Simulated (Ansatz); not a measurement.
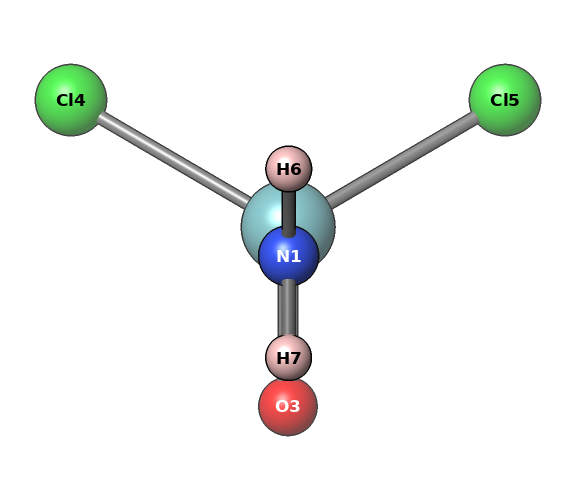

Nb2 lies behind N1. The molecule seen nearly along the N1–Nb2 bond, N1 in front. Depth is shown by fading: the farther an atom, the more it takes the colour of the background. Charge 0, singlet. The geometry was computed by an optimisation with PBE-D4/def2-SVP. No frequency run is at hand to confirm it as a minimum.

> What is the torsion angle H6–N1–Nb2–Cl4? The sign is positive where the front bond must turn clockwise to cover the back bond.

−62°, synclinal (gauche).
